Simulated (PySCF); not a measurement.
```yaml
atoms:
  - { symbol: K, position_ang: [0.0000, 0.0000, -0.7650] }
  - { symbol: C, position_ang: [0.0000, 0.0000, 2.4840] }
```

These are results of PySCF, PBE0/x2c-SVPall, spin-free X2C-1e, Gaussian nucleus, at a bond length of 3.249 Å, not measurements.

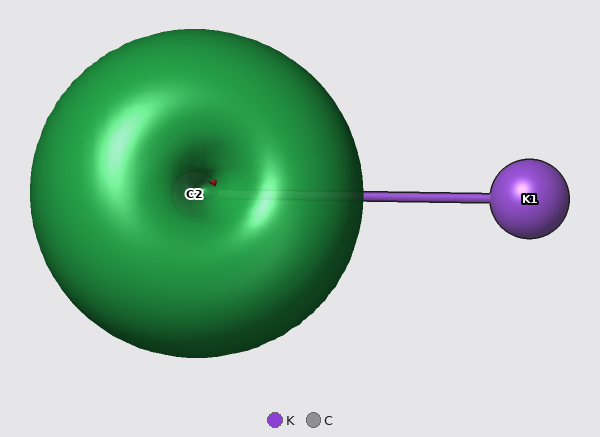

KC (charge +1, triplet). Isosurfaces of the spin density (α minus β) at +0.02 (green) and −0.02 e/Å³ (red), seen from one side.

**Where is the unpaired spin?**

The unpaired spin (2 electrons) lies mostly on C2 (about 1.9), in electrons by Hirshfeld's partition.
